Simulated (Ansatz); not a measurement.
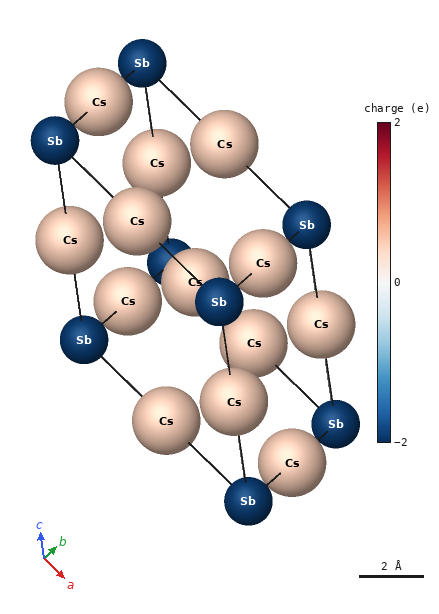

An orthographic spheres-only view of the structure, slightly off an axis. The wireframe shows the simulation cell. The atoms of this Cs4Sb cell are coloured by their Bader charge.

Method used: DFT PBE, scalar-relativistic, plane waves, PAW in Ansatz. It ran with plane-wave cutoff 420 eV, the zone sampled with 6×6×6 points, Gaussian smearing of 0.1 eV, no spin polarisation.

### Which element is the most positive, and which the most negative?

Most positive: Cs; most negative: Sb. Charges: about Cs +0.5 e; Sb -1.9 e.

Provenance: a random cell made by a generator, so it need not be a real form of the compound. Earlier steps of the study may have refined or changed the cell and positions. An electronic-structure calculation with Ansatz was run on it.
